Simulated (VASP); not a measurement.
Band structure of BaTe (rock salt). All values below come from r2SCAN meta-GGA with spin-orbit coupling, VASP's PBE PAW potentials (set 64) (plane waves; VASP).

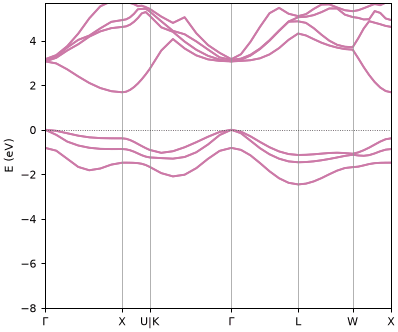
Figure. Bands along high-symmetry lines, zero at the valence-band maximum or, without a gap, the Fermi level

Question: Read the plot: is there a gap, and where are the band edges?

Answer: The gap is indirect, 1.68 eV, from the valence maximum at Γ to the conduction minimum at X.

The compound is BaTe in the rock salt structure. It was relaxed first.
